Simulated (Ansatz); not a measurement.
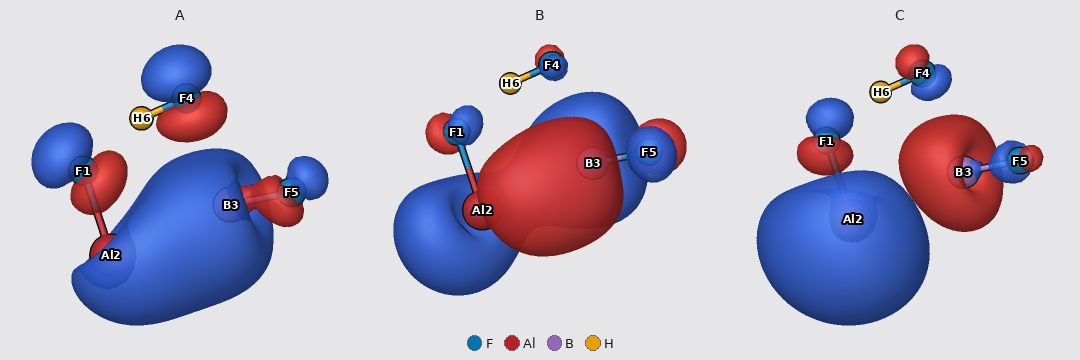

The picture shows: AlBF$_{3}$H. Three frontier orbitals at ±0.08 Å⁻³ᐟ² (blue and red are the two phases), in no order.

Geometry: PBE0-D4/def2-TZVP.

Method: RKS PBE0-D4/def2-TZVPP (Ansatz 0.2.0).

The calculation's input:

```
crystal:
  periodic: [false, false, false]
  atoms:
    - {symbol: F, position_ang: [-0.965996, -0.358115, 0.679079]}
    - {symbol: Al, position_ang: [-0.173511, -1.263208, -0.575824]}
    - {symbol: B, position_ang: [1.308611, 0.853800, -0.806685]}
    - {symbol: F, position_ang: [0.520894, 1.503864, 1.247411]}
    - {symbol: F, position_ang: [2.450582, 1.373251, -0.695286]}
    - {symbol: H, position_ang: [-0.169910, 0.845432, 1.156090]}
basis:
  gaussian: {orbitals: def2-TZVPP}
hamiltonian: {xc: pbe0, dispersion: d4}
output: {orbitals: {seedname: orbitals}}
```

Run with:

```sh
ansatz run in.yaml --threads 2 --pin off --events-out ev --progress --plain --max-ram 4352MiB
```

> Order the three orbitals by energy and name them.

A is the HOMO−1 (−9.48 eV). It lies mainly on B3 (about 50 %), Al2 (about 25 %), F4 (about 10 %) and F1 (about 10 %). C is the HOMO (−6.22 eV). Its weight (Hirshfeld) is mainly on Al2 (about 75 %) and B3 (about 20 %). B is the LUMO (−2.38 eV). Its weight (Hirshfeld) is mainly on B3 (about 45 %), Al2 (about 40 %) and F5 (about 10 %).

> What is the HOMO–LUMO gap?

3.84 eV between the orbital energies.
